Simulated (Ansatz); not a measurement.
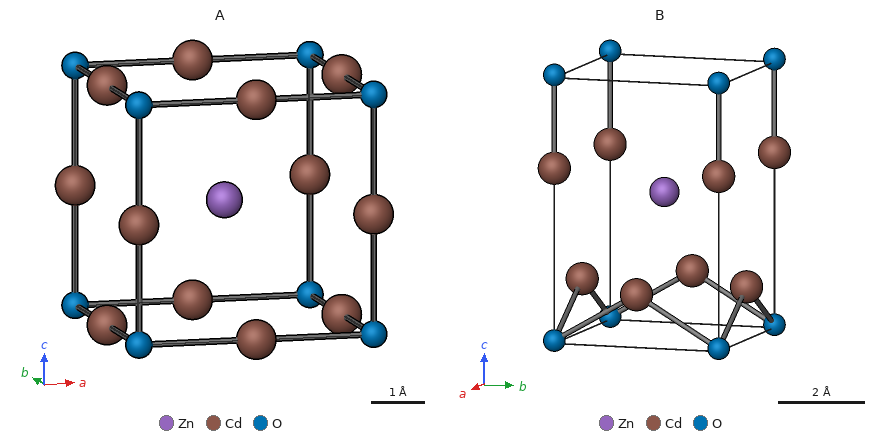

Two structures of ZnCd3O, each relaxed to rest (conventional cells in solid outline, small ones repeated, not to one scale). Method: DFT PBE, scalar-relativistic, plane waves, PAW (Ansatz 0.2.0), without spin polarisation.

Identify the two structures.

A: cubic antiperovskite, Pm-3m. B: 5 atoms a cell on a primitive tetragonal lattice, P4mm.

Which of the two does the method prefer?

B is lower, by 105 meV/atom at this level of theory (energies at zero smearing). Volumes: A 19.9, B 21.0 Å³/atom.

One or both may be structure types tried for this composition rather than known phases.
